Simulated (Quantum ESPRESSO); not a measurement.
# 1T-PtSe2, 1 layer: a series in biaxial strain, part 4 of 7

What law, if any, do the results for 1T-PtSe2, 1 layer follow against biaxial strain?

Quantum ESPRESSO 7.5; plane-wave DFT, PBE, GBRV ultrasoft pseudopotentials.

So far. Step 2 (Relaxing cell and ions of the reference):  The last row is no step: it is a fresh SCF in the final cell with a new plane-wave basis, +0 meV from the row before. Step 3 (Relaxing the ions, -4 %): The relaxation lowers the energy by 32 meV an atom.

## 6. Band structure, -4 %

Bands along a path place the edges.

m0.bands.in reads:

```
&control
  prefix = 'm0.bands'
  outdir = './out'
  pseudo_dir = './pseudo'
  calculation = 'bands'
/
&system
  ibrav = 0
  nat = 3
  ntyp = 2
  ecutwfc = 40
  ecutrho = 200
  occupations = 'smearing'
  smearing = 'fd'
  degauss = 0.002
  nbnd = 20
/
&electrons
  conv_thr = 1e-07
  mixing_beta = 0.4
  electron_maxstep = 120
  mixing_mode = 'plain'
/
ATOMIC_SPECIES
  Se  78.9710  se_pbe_v1.uspp.F.UPF
  Pt  195.0840  pt_pbe_v1.4.uspp.F.UPF
CELL_PARAMETERS angstrom
  3.59572344384000 0.00000000000000 0.00000000000000
  -1.79786172192000 3.11398784736000 0.00000000000000
  0.00000000000000 0.00000000000000 17.26771779500000
ATOMIC_POSITIONS crystal
  Se  0.666666666700 0.333333333300 0.419210753400
  Pt  0.000000000000 0.000000000000 0.500000000000
  Se  0.333333333300 0.666666666700 0.580789246600
K_POINTS crystal_b
4
  0.0000000000 0.0000000000 0.0000000000 12
  0.5000000000 0.0000000000 0.0000000000 12
  0.3333333333 0.3333333333 0.0000000000 12
  0.0000000000 0.0000000000 0.0000000000 1
```

Command:

```console
cp -r out/m0.scf.save out/m0.bands.save
cp out/m0.scf.xml out/m0.bands.xml
OMP_NUM_THREADS=1 mpirun -n 4 pw.x -nk 4 -in m0.bands.in > m0.bands.out
```

What it wrote:

```text
[banner, memory and clock lines left out]
Program PWSCF v.7.5 starts

          URL

     Atomic positions and unit cell read from directory:
     ./out/m0.bands.save/

     Message from routine setup:
     using ibrav=0 with symmetry is DISCOURAGED, use correct ibrav instead

     G-vector sticks info

     bravais-lattice index     =            0
     lattice parameter (alat)  =       6.7949  a.u.
     unit-cell volume          =    1304.7723 (a.u.)^3
     number of atoms/cell      =            3
     number of atomic types    =            2
     number of electrons       =        28.00
     number of Kohn-Sham states=           20
     kinetic-energy cutoff     =      40.0000  Ry
     charge density cutoff     =     200.0000  Ry
     Exchange-correlation=  SLA  PW   PBX  PBC
                           (   1   4   3   4   0   0   0)

     celldm(1)=   6.794933  celldm(2)=   0.000000  celldm(3)=   0.000000
     celldm(4)=   0.000000  celldm(5)=   0.000000  celldm(6)=   0.000000

     crystal axes: (cart. coord. in units of alat)
               a(1) = (   1.000000   0.000000   0.000000 )
               a(2) = (  -0.500000   0.866025   0.000000 )
               a(3) = (   0.000000   0.000000   4.802293 )

     reciprocal axes: (cart. coord. in units 2 pi/alat)
               b(1) = (  1.000000  0.577350 -0.000000 )
               b(2) = (  0.000000  1.154701  0.000000 )
               b(3) = (  0.000000 -0.000000  0.208234 )

     PseudoPot. # 1 for Se read from file:
     ./pseudo/se_pbe_v1.uspp.F.UPF
     Pseudo is Ultrasoft + core correction, Zval =  6.0
     Generated by new atomic code, or converted to UPF format
     Using radial grid of  877 points,  6 beta functions with:
                l(1) =   0
                l(2) =   0
                l(3) =   1
                l(4) =   1
                l(5) =   2
                l(6) =   2
     Q(r) pseudized with  8 coefficients,  rinner =    1.300   1.300   1.300
                                                       1.300   1.300

     PseudoPot. # 2 for Pt read from file:
     ./pseudo/pt_pbe_v1.4.uspp.F.UPF
     Pseudo is Ultrasoft + core correction, Zval = 16.0
     Generated by new atomic code, or converted to UPF format
     Using radial grid of  985 points,  6 beta functions with:
                l(1) =   0
                l(2) =   0
                l(3) =   1
                l(4) =   1
                l(5) =   2
                l(6) =   2
     Q(r) pseudized with  8 coefficients,  rinner =    1.300   1.300   1.300
                                                       1.300   1.300

     atomic species   valence    mass     pseudopotential
     Se                6.00    78.97100     Se( 1.00)
     Pt               16.00   195.08400     Pt( 1.00)

     12 Sym. Ops., with inversion, found

   Cartesian axes

     site n.     atom                  positions (alat units)
         1        Se     tau(   1) = (   0.5000000   0.2886751   2.0131729  )
         2        Pt     tau(   2) = (   0.0000000   0.0000000   2.4011465  )
         3        Se     tau(   3) = (  -0.0000000   0.5773503   2.7891202  )

     number of k points=    37  Fermi-Dirac smearing, width (Ry)=  0.0020
                       cart. coord. in units 2pi/alat
        k(    1) = (   0.0000000   0.0000000   0.0000000), wk =   0.0540541
        k(    2) = (   0.0416667   0.0240563   0.0000000), wk =   0.0540541
        k(    3) = (   0.0833333   0.0481125   0.0000000), wk =   0.0540541
        k(    4) = (   0.1250000   0.0721688   0.0000000), wk =   0.0540541
        k(    5) = (   0.1666667   0.0962250   0.0000000), wk =   0.0540541
        k(    6) = (   0.2083333   0.1202813   0.0000000), wk =   0.0540541
        k(    7) = (   0.2500000   0.1443376   0.0000000), wk =   0.0540541
        k(    8) = (   0.2916667   0.1683938   0.0000000), wk =   0.0540541
        k(    9) = (   0.3333333   0.1924501   0.0000000), wk =   0.0540541
        k(   10) = (   0.3750000   0.2165064   0.0000000), wk =   0.0540541
        k(   11) = (   0.4166667   0.2405626   0.0000000), wk =   0.0540541
        k(   12) = (   0.4583333   0.2646189   0.0000000), wk =   0.0540541
        k(   13) = (   0.5000000   0.2886751   0.0000000), wk =   0.0540541
        k(   14) = (   0.4861111   0.3127314   0.0000000), wk =   0.0540541
        k(   15) = (   0.4722222   0.3367877   0.0000000), wk =   0.0540541
        k(   16) = (   0.4583333   0.3608439   0.0000000), wk =   0.0540541
        k(   17) = (   0.4444444   0.3849002   0.0000000), wk =   0.0540541
        k(   18) = (   0.4305556   0.4089564   0.0000000), wk =   0.0540541
        k(   19) = (   0.4166667   0.4330127   0.0000000), wk =   0.0540541
        k(   20) = (   0.4027778   0.4570690   0.0000000), wk =   0.0540541
        k(   21) = (   0.3888889   0.4811252   0.0000000), wk =   0.0540541
        k(   22) = (   0.3750000   0.5051815   0.0000000), wk =   0.0540541
        k(   23) = (   0.3611111   0.5292377   0.0000000), wk =   0.0540541
        k(   24) = (   0.3472222   0.5532940   0.0000000), wk =   0.0540541
        k(   25) = (   0.3333333   0.5773503   0.0000000), wk =   0.0540541
        k(   26) = (   0.3055556   0.5292377   0.0000000), wk =   0.0540541
        k(   27) = (   0.2777778   0.4811252   0.0000000), wk =   0.0540541
        k(   28) = (   0.2500000   0.4330127   0.0000000), wk =   0.0540541
        k(   29) = (   0.2222222   0.3849002   0.0000000), wk =   0.0540541
        k(   30) = (   0.1944444   0.3367877   0.0000000), wk =   0.0540541
        k(   31) = (   0.1666667   0.2886751   0.0000000), wk =   0.0540541
        k(   32) = (   0.1388889   0.2405626   0.0000000), wk =   0.0540541
        k(   33) = (   0.1111111   0.1924501   0.0000000), wk =   0.0540541
        k(   34) = (   0.0833333   0.1443376   0.0000000), wk =   0.0540541
        k(   35) = (   0.0555556   0.0962250   0.0000000), wk =   0.0540541
        k(   36) = (   0.0277778   0.0481125   0.0000000), wk =   0.0540541
        k(   37) = (   0.0000000   0.0000000   0.0000000), wk =   0.0540541

     Dense  grid:    62463 G-vectors     FFT dimensions: (  32,  32, 150)

     Smooth grid:    44657 G-vectors     FFT dimensions: (  27,  27, 135)

     The potential is recalculated from file :
     ./out/m0.bands.save/charge-density

     negative rho (up, down):  1.716E-01 0.000E+00
     Starting wfcs are   20 randomized atomic wfcs

     Band Structure Calculation
     Davidson diagonalization with overlap

     ethr =  3.57E-10,  avg # of iterations = 56.8

     End of band structure calculation

          k = 0.0000 0.0000 0.0000 (  5549 PWs)   bands (ev):

   -53.4664 -53.4124 -53.4124 -14.8254 -13.1807  -6.1151  -5.6550  -5.6550
[...]
k = 0.2083 0.1203 0.0000 (  5564 PWs)   bands (ev):

   -53.4653 -53.4190 -53.4140 -14.3384 -13.1398  -5.8497  -5.5668  -5.4456
    -4.4387  -3.7477  -2.9020  -1.1532  -0.9475  -0.5782   0.7833   2.0119
     4.7720   5.1381   5.7495   5.8538

          k = 0.2500 0.1443 0.0000 (  5586 PWs)   bands (ev):

   -53.4650 -53.4213 -53.4146 -14.1481 -13.1257  -5.8751  -5.3983  -5.3972
    -4.7855  -3.7304  -3.0048  -1.3672  -1.0674  -0.7480   0.7874   1.9772
     4.9949   5.1686   5.6554   6.1268

          k = 0.2917 0.1684 0.0000 (  5574 PWs)   bands (ev):

   -53.4646 -53.4236 -53.4152 -13.9448 -13.1105  -5.9433  -5.3706  -5.3672
    -4.9147  -3.6603  -3.0628  -1.7587  -1.1751  -0.9720   0.9753   1.9787
     4.7221   5.4390   5.8613   6.3911

          k = 0.3333 0.1925 0.0000 (  5578 PWs)   bands (ev):

   -53.4643 -53.4257 -53.4157 -13.7428 -13.0935  -6.1499  -5.4252  -5.3569
    -4.7669  -3.5345  -3.0787  -2.1819  -1.3271  -1.2346   1.2401   2.0028
     4.3987   5.7625   6.1067   6.4472

          k = 0.3750 0.2165 0.0000 (  5586 PWs)   bands (ev):

   -53.4640 -53.4276 -53.4162 -13.5608 -13.0725  -6.4489  -5.3610  -5.3549
    -4.6020  -3.3600  -3.0476  -2.5571  -1.5324  -1.5182   1.5058   2.0353
     4.1611   5.8309   6.3716   6.5692

          k = 0.4167 0.2406 0.0000 (  5592 PWs)   bands (ev):

   -53.4638 -53.4290 -53.4165 -13.4207 -13.0452  -6.7197  -5.3713  -5.2050
    -4.5271  -3.1531  -3.0070  -2.7723  -1.8028  -1.7881   1.7213   2.0655
     4.0292   5.6590   6.7049   6.8376

          k = 0.4583 0.2646 0.0000 (  5592 PWs)   bands (ev):

   -53.4637 -53.4299 -53.4168 -13.3384 -13.0161  -6.9018  -5.3806  -5.0187
    -4.5802  -3.0939  -2.9473  -2.6501  -2.0781  -2.0548   1.8562   2.0862
     3.9829   5.5127   6.7984   7.2839

          k = 0.5000 0.2887 0.0000 (  5610 PWs)   bands (ev):

   -53.4636 -53.4302 -53.4168 -13.3126 -13.0025  -6.9657  -5.3842  -4.8897
    -4.6702  -3.1380  -2.8406  -2.4307  -2.3332  -2.1769   1.9012   2.0935
     3.9761   5.4584   6.8096   7.5835

          k = 0.4861 0.3127 0.0000 (  5598 PWs)   bands (ev):

   -53.4636 -53.4301 -53.4169 -13.3089 -13.0027  -6.9569  -5.3958  -4.8866
    -4.6562  -3.1728  -2.8550  -2.5062  -2.3115  -2.0952   1.8962   2.0495
     4.0058   5.5104   6.8342   7.5927

          k = 0.4722 0.3368 0.0000 (  5588 PWs)   bands (ev):

   -53.4636 -53.4300 -53.4172 -13.2980 -13.0033  -6.9309  -5.4272  -4.8778
    -4.6178  -3.2801  -2.8914  -2.6186  -2.2539  -1.9591   1.8810   1.9285
     4.0919   5.6531   6.9101   7.6196

          k = 0.4583 0.3608 0.0000 (  5586 PWs)   bands (ev):

   -53.4636 -53.4298 -53.4176 -13.2802 -13.0042  -6.8878  -5.4710  -4.8646
    -4.5627  -3.4544  -2.9375  -2.7063  -2.1743  -1.8298   1.7568   1.8550
     4.2263   5.8535   7.0431   7.6588

          k = 0.4444 0.3849 0.0000 (  5590 PWs)   bands (ev):

   -53.4635 -53.4295 -53.4181 -13.2563 -13.0055  -6.8281  -5.5199  -4.8506
    -4.4993  -3.6719  -2.9844  -2.7709  -2.0846  -1.7188   1.5631   1.8176
     4.3961   6.0755   7.2377   7.6824

          k = 0.4306 0.4090 0.0000 (  5576 PWs)   bands (ev):

   -53.4635 -53.4292 -53.4188 -13.2274 -13.0072  -6.7525  -5.5685  -4.8431
    -4.4341  -3.9032  -3.0275  -2.8238  -1.9930  -1.6285   1.3721   1.7681
     4.5844   6.2935   7.4881   7.6081

          k = 0.4167 0.4330 0.0000 (  5579 PWs)   bands (ev):

   -53.4634 -53.4287 -53.4196 -13.1947 -13.0094  -6.6619  -5.6128  -4.8586
    -4.3722  -4.1161  -3.0655  -2.8726  -1.9063  -1.5589   1.2036   1.7060
     4.7720   6.4986   7.4666   7.7681

          k = 0.4028 0.4571 0.0000 (  5583 PWs)   bands (ev):

   -53.4634 -53.4282 -53.4204 -13.1599 -13.0121  -6.5578  -5.6504  -4.9276
    -4.3173  -4.2696  -3.0985  -2.9203  -1.8292  -1.5092   1.0723   1.6311
     4.9392   6.6938   7.3380   8.0367

          k = 0.3889 0.4811 0.0000 (  5571 PWs)   bands (ev):

   -53.4633 -53.4276 -53.4213 -13.1251 -13.0152  -6.4418  -5.6798  -5.0693
    -4.3371  -4.2722  -3.1279  -2.9672  -1.7637  -1.4789   0.9885   1.5442
     5.0698   6.8837   7.2517   8.2677

          k = 0.3750 0.5052 0.0000 (  5573 PWs)   bands (ev):

   -53.4633 -53.4270 -53.4223 -13.0923 -13.0188  -6.3167  -5.7001  -5.2570
    -4.3397  -4.2394  -3.1549  -3.0120  -1.7086  -1.4679   0.9562   1.4470
     5.1561   7.0689   7.2173   8.4678

          k = 0.3611 0.5292 0.0000 (  5583 PWs)   bands (ev):

   -53.4633 -53.4263 -53.4232 -13.0642 -13.0229  -6.1875  -5.7112  -5.4515
    -4.3113  -4.2211  -3.1795  -3.0513  -1.6593  -1.4765   0.9737   1.3422
     5.2017   7.2319   7.2403   8.5483

          k = 0.3472 0.5533 0.0000 (  5591 PWs)   bands (ev):

   -53.4633 -53.4256 -53.4241 -13.0434 -13.0275  -6.0669  -5.7133  -5.6211
    -4.2732  -4.2202  -3.1985  -3.0801  -1.6097  -1.5052   1.0339   1.2339
     5.2186   7.2847   7.3643   8.3200

          k = 0.3333 0.5774 0.0000 (  5619 PWs)   bands (ev):

   -53.4633 -53.4249 -53.4249 -13.0324 -13.0324  -6.0044  -5.7073  -5.7073
    -4.2388  -4.2388  -3.2064  -3.0914  -1.5544  -1.5544   1.1265   1.1265
     5.2214   7.3632   7.3632   8.2240

          k = 0.3056 0.5292 0.0000 (  5593 PWs)   bands (ev):

   -53.4633 -53.4262 -53.4233 -13.0497 -13.0435  -6.1460  -5.6772  -5.5257
    -4.3331  -4.2199  -3.1635  -3.0333  -1.7104  -1.4176   0.9338   1.3631
     5.2280   6.9831   7.5543   8.3644

          k = 0.2778 0.4811 0.0000 (  5565 PWs)   bands (ev):

   -53.4634 -53.4268 -53.4217 -13.1298 -13.0557  -6.2460  -5.6398  -5.2735
    -4.4672  -4.2905  -3.0221  -2.8592  -1.9138  -1.2525   0.7937   1.5909
     5.2728   6.5413   7.5765   7.8906

          k = 0.2500 0.4330 0.0000 (  5579 PWs)   bands (ev):

   -53.4636 -53.4268 -53.4201 -13.2749 -13.0689  -6.2109  -5.6238  -5.0774
    -4.5705  -4.4195  -2.7848  -2.6749  -2.0479  -1.0812   0.7207   1.7265
     5.3687   6.2130   7.0107   7.8845

          k = 0.2222 0.3849 0.0000 (  5581 PWs)   bands (ev):

   -53.4639 -53.4261 -53.4186 -13.4738 -13.0829  -6.0535  -5.6509  -4.9968
    -4.5875  -4.5369  -2.7085  -2.4640  -1.8882  -0.9289   0.7231   1.7171
     5.5110   6.0057   6.4427   7.4581

          k = 0.1944 0.3368 0.0000 (  5565 PWs)   bands (ev):

   -53.4642 -53.4246 -53.4172 -13.7070 -13.0978  -5.8200  -5.7096  -5.0799
    -4.5648  -4.5124  -2.8457  -2.0759  -1.5621  -0.8177   0.8157   1.5704
     5.6559   5.8360   5.9731   6.9652

          k = 0.1667 0.2887 0.0000 (  5573 PWs)   bands (ev):

   -53.4646 -53.4227 -53.4160 -13.9527 -13.1134  -5.7661  -5.5952  -5.2644
    -4.4951  -4.3742  -2.9307  -1.6492  -1.2557  -0.7609   1.0150   1.3543
     5.4091   5.6168   5.9927   6.5115

          k = 0.1389 0.2406 0.0000 (  5563 PWs)   bands (ev):

   -53.4651 -53.4204 -53.4149 -14.1906 -13.1294  -5.7959  -5.4815  -5.4748
    -4.3062  -4.2028  -2.9294  -1.2593  -1.0266  -0.7393   1.1709   1.3132
     5.0230   5.3541   6.0681   6.2771

          k = 0.1111 0.1925 0.0000 (  5561 PWs)   bands (ev):

   -53.4655 -53.4180 -53.4140 -14.4048 -13.1451  -5.7915  -5.6819  -5.4835
    -4.0382  -4.0213  -2.8335  -1.1169  -0.8649  -0.6224   1.1430   1.6600
     4.6777   5.0948   5.7079   6.5434

          k = 0.0833 0.1443 0.0000 (  5543 PWs)   bands (ev):

   -53.4658 -53.4157 -53.4133 -14.5827 -13.1592  -5.8611  -5.7583  -5.5390
    -3.8495  -3.8061  -2.6437  -1.2309  -0.7316  -0.4659   1.3674   1.9864
     4.3739   4.8717   5.3720   6.3726

          k = 0.0556 0.0962 0.0000 (  5545 PWs)   bands (ev):

   -53.4661 -53.4139 -53.4128 -14.7157 -13.1707  -5.9990  -5.7114  -5.5985
    -3.7066  -3.6650  -2.4137  -1.3994  -0.5958  -0.4106   1.7918   2.2371
     4.1082   4.7024   5.0912   5.8260

          k = 0.0278 0.0481 0.0000 (  5551 PWs)   bands (ev):

   -53.4663 -53.4128 -53.4125 -14.7977 -13.1781  -6.0856  -5.6710  -5.6402
    -3.6113  -3.5974  -2.2373  -1.5321  -0.4687  -0.4084   2.2303   2.3848
     3.9049   4.5958   4.9040   5.3609

          k = 0.0000 0.0000 0.0000 (  5549 PWs)   bands (ev):

   -53.4664 -53.4124 -53.4124 -14.8254 -13.1807  -6.1151  -5.6550  -5.6550
    -3.5777  -3.5777  -2.1738  -1.5816  -0.4124  -0.4124   2.4312   2.4312
     3.8251   4.5585   4.8392   5.1578

     XML data file, pseudopotentials, collected wavefunctions

                                        0.00s GPU  (     522 calls)
```

Run time: 23 s. Hardware: 4 MPI ranks of Intel Xeon Platinum 8559C (Emerald Rapids), shared host; peak memory 0.35 GiB.

Numbers from this step:

* valence top, on the run's zero: -0.4056 eV
* conduction bottom, on the run's zero: 0.7207 eV

Band numbers count within the set of bands kept for display. Electronic bands along the path, in eV, zero at the highest filled level of the SCF mesh; v1 is the highest filled band, c1 the lowest empty one:

| point | v4 | v3 | v2 | v1 | c1 | c2 | c3 | c4 |
| --- | --- | --- | --- | --- | --- | --- | --- | --- |
| Γ | -1.77 | -1.18 | -0.01 | -0.01 | 2.84 | 2.84 | 4.23 | 4.96 |
| M | -2.43 | -2.02 | -1.93 | -1.77 | 2.31 | 2.50 | 4.38 | 5.86 |
| K | -2.80 | -2.69 | -1.15 | -1.15 | 1.53 | 1.53 | 5.63 | 7.77 |
| Γ | -1.77 | -1.18 | -0.01 | -0.01 | 2.84 | 2.84 | 4.23 | 4.96 |

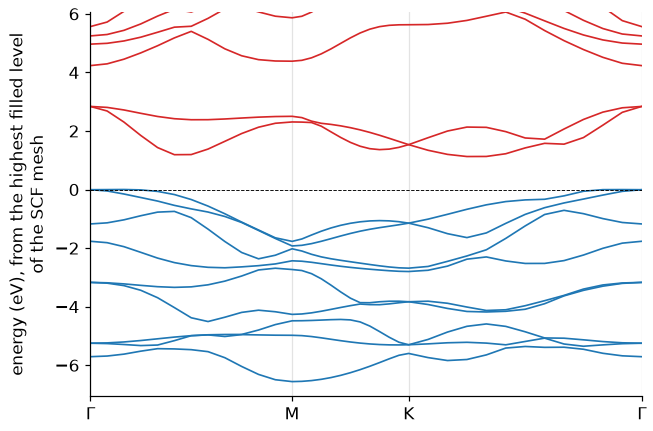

Electronic bands along the path; lines of filled and empty bands in two colours.

Along this path the valence top lies near Γ and the conduction bottom between K and Γ.

(Continued in part 5 of 7.)

[Logs are printed without paths, hosts, clocks, repeated set-up lines and the standing remarks that a program may print on its own settings, such as how far it seeks lower states.]

[Hosts, paths, dates, database ids (printed as entryN), source tags and the programs' standing remarks are cut or masked in the printed files.]

[Maps of the electrostatic potential energy from Ansatz leave out the sawtooth potential of an applied field or a dipole correction, so their vacuum need not be flat; planar profiles and work functions include it.]
